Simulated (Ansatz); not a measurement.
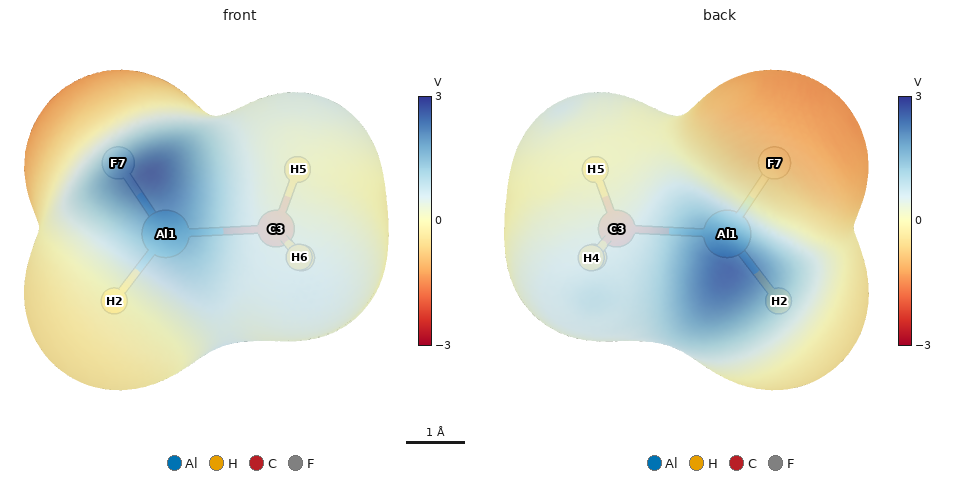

Figure 1: CH4AlF. The electrostatic potential painted on the density surface at 0.001 e/bohr³, seen from the front and from behind; red is negative and blue positive.

Level of theory: RKS r2SCAN-D4/def2-SVP (Ansatz).

The calculation's input:

```
crystal:
  periodic: [false, false, false]
  atoms:
    - { symbol: Al, position_ang: [0.0, 0.0, 0.0] }
    - { symbol: H, position_ang: [0.0, 0.0, 1.56] }
    - { symbol: C, position_ang: [1.706, 0.0, -0.985] }
    - { symbol: H, position_ang: [2.0356, -1.0462, -1.1552] }
    - { symbol: H, position_ang: [1.5695, 0.508, -1.9624] }
    - { symbol: H, position_ang: [2.4756, 0.5381, -0.3932] }
    - { symbol: F, position_ang: [-1.4635, 0.0, -0.845] }
basis:
  gaussian: { orbitals: def2-SVP }
hamiltonian:
  xc: r2scan
  dispersion: d4
relax:
  f_tol: 0.02
  max_steps: 40
output:
  orbitals: {}
```

Command:

```sh
ansatz run input.yaml --threads 1 --pin off --max-ram 2048MiB --backend cpu --events-out ev --progress --plain --runs-dir out
```

The fields are those of the run's last geometry, not of the input's.

### Which sites attract a positive test charge, and which a negative one?

A positive charge is drawn to the negative regions and a negative charge to the positive ones. The most negative region (about −1.4 V) lies over F7, the most positive (about +2.6 V) over Al1.
